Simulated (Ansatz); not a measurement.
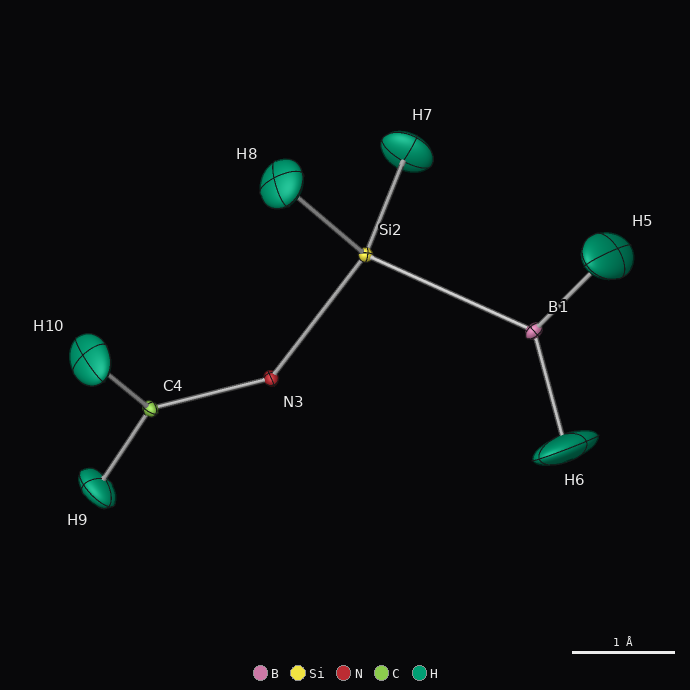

Displacement ellipsoids at the 50 % level, from the internal vibrations of the free molecule (harmonic, no overall translation or rotation; no half-axis is drawn under 0.075 Å). Vibrations computed with RKS PBE0-D4/def2-TZVP (Ansatz 0.2.0). Temperature: 0 K (zero-point motion alone).

Question. Which atom moves most?

Answer. H6, with U_eq = 0.0403 Å².

Question. Does H6 move more along its bond or across it?

Answer. Across it: the root-mean-square amplitude is 0.088 Å along the bond and up to 0.286 Å across, since bending and torsion are softer than stretching.

List U_eq and the three principal root-mean-square amplitudes for each kind of atom.

```
atom  U_eq (Å²)   rms amplitudes (Å)
  B1     0.0024  0.034, 0.041, 0.066
 Si2    0.00079  0.022, 0.023, 0.037
  N3     0.0023  0.032, 0.045, 0.063
  C4     0.0023  0.027, 0.045, 0.065
  H5     0.0350  0.095, 0.164, 0.263
  H6     0.0403  0.087, 0.177, 0.286
  H7     0.0206  0.091, 0.148, 0.178
  H8     0.0218  0.089, 0.159, 0.179
  H9     0.0170  0.083, 0.128, 0.167
 H10     0.0242  0.078, 0.142, 0.216
```
